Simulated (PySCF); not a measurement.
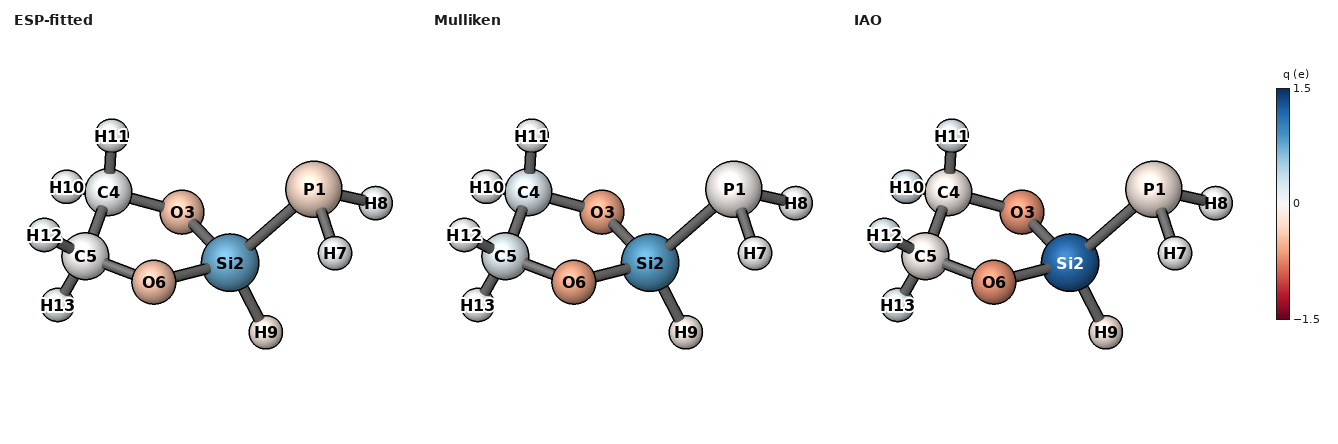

Atomic charges of one calculation by 3 schemes, on one colour scale. Computed geometry: PBE0-D3(BJ)/def2-SVP optimisation. No frequency run is at hand to confirm it as a minimum. Method: PBE0/pcSseg-2 (PySCF 2.14.0).

Question. Which scheme gives the most polar picture (largest mean size of the charges)?

Answer. The IAO charges are the largest in size here, and the ESP-fitted charges the smallest.

Question. On which atom do the schemes disagree most?

Answer. On Si2 (from 0.75 to 1.17 e).

List the charges (e), one line for each set of equivalent atoms.

```
atom  ESP-fitted  Mulliken    IAO
  P1       −0.26     −0.05  −0.13
 Si2        0.75      0.83   1.17
  O3       −0.42     −0.57  −0.66
  C4        0.06      0.16  −0.07
  C5       −0.02      0.17  −0.07
  O6       −0.41     −0.57  −0.66
  H7        0.07     −0.01   0.00
  H8        0.07     −0.01   0.00
  H9       −0.14     −0.11  −0.15
 H10        0.07      0.04   0.15
 H11        0.06      0.04   0.13
 H12        0.08      0.04   0.15
 H13        0.08      0.03   0.13
```
